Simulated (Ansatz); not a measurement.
## Electronic structure of AlBrClH₃ in real space

The calculation's input:

```
crystal:
  periodic: [false, false, false]
  atoms:
    - { symbol: Al, position_ang: [0.022092, -0.483123, -0.445334] }
    - { symbol: Cl, position_ang: [0.00489, 0.108994, 2.923683] }
    - { symbol: H, position_ang: [1.436313, 0.17072, -0.752811] }
    - { symbol: H, position_ang: [-1.42272, 0.103406, -0.744458] }
    - { symbol: Br, position_ang: [0.08222, -2.722376, 0.372175] }
    - { symbol: H, position_ang: [0.054805, -1.205521, 2.663545] }
basis:
  gaussian: { orbitals: def2-SVP }
hamiltonian:
  xc: pbe
  dispersion: d4
relax:
  f_tol: 0.03
  max_steps: 50
output:
  orbitals: {}
```

Run with:

```sh
ansatz run input.yaml --threads 1 --pin off --max-ram 2048MiB --backend cpu --events-out ev --progress --plain --runs-dir out
```

The fields are those of the run's last geometry, not of the input's.

Level of theory: RKS PBE-D4/def2-SVP in Ansatz 0.2.0.

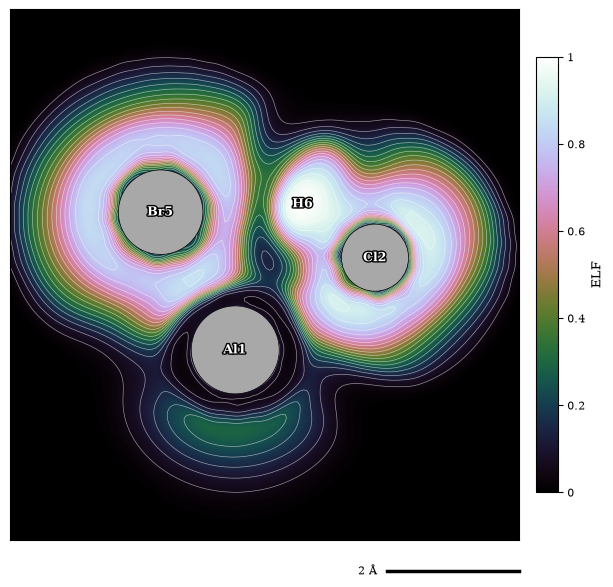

Figure 1. ELF on the plane of atoms Cl2, Al1 and Br5. Grey discs cover the atomic cores.

Interpret the plot.

Answer. The section cuts through Al, Cl, Br and H sites.
Al–Br (2.38 Å): the ELF peaks at about 0.85 in the valence shell of Br, 1.2 Å from its nucleus, and is about 0.85 at the midpoint.
Al–Cl (2.54 Å): the ELF peaks at about 0.90 in the valence shell of Cl, 0.9 Å from its nucleus, and is about 0.65 at the midpoint.
Cl–H (1.37 Å): the ELF climbs to about 1 towards the hydrogen, as it does in any bond to H: a covalent bond by its length.
The ELF also peaks beside Cl2 and Br5, away from the bonds: lone-pair regions.

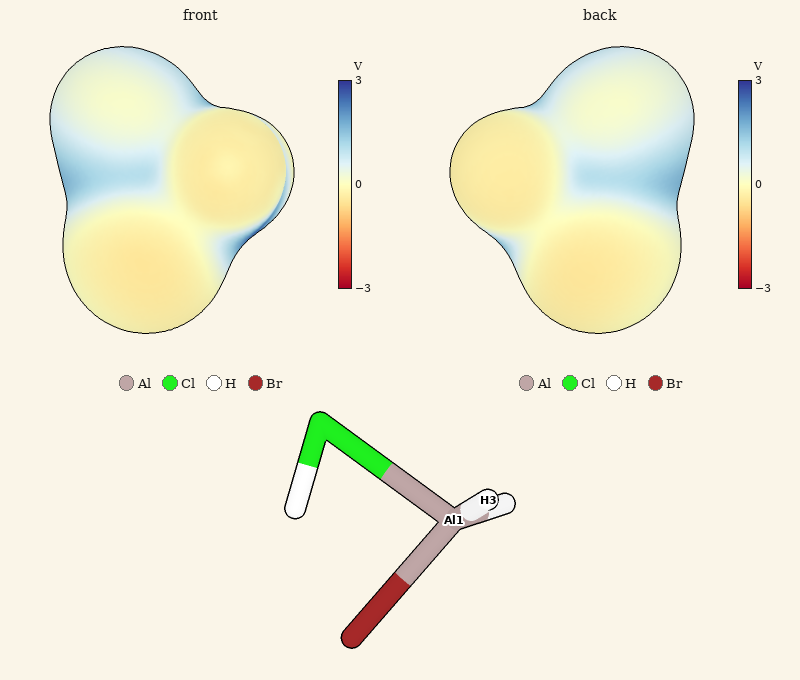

Figure 2. The electrostatic potential painted on the density surface at 0.002 e/bohr³, seen from the front and from behind; red is negative and blue positive. The bare structure is drawn below in the same view.

Describe the electrostatic potential map.

Answer. The most negative region (about −0.5 V) lies over Br5, the most positive (about +2.3 V) over Al1.

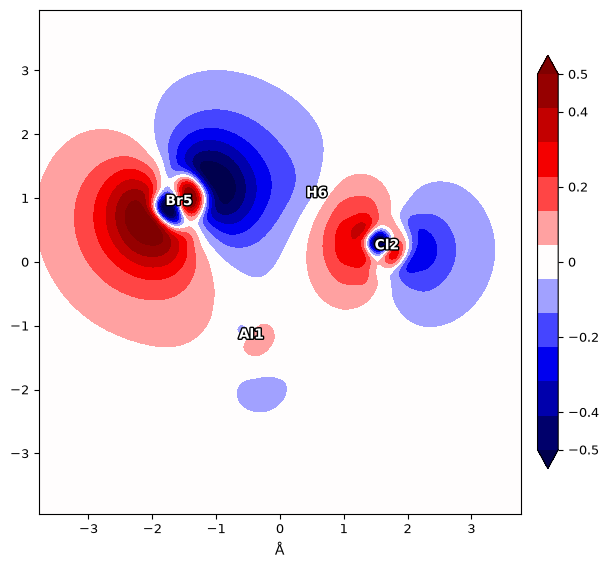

Figure 3. The HOMO−1 on the plane of atoms Cl2, Al1 and Br5 (values in Å⁻³ᐟ²; the overall sign is arbitrary).

Describe this orbital and give its energy.

Answer. It lies mainly on Br5 (about 80 %) and Cl2 (about 10 %); largely a lone pair of Br5. Its energy is −7.55 eV.
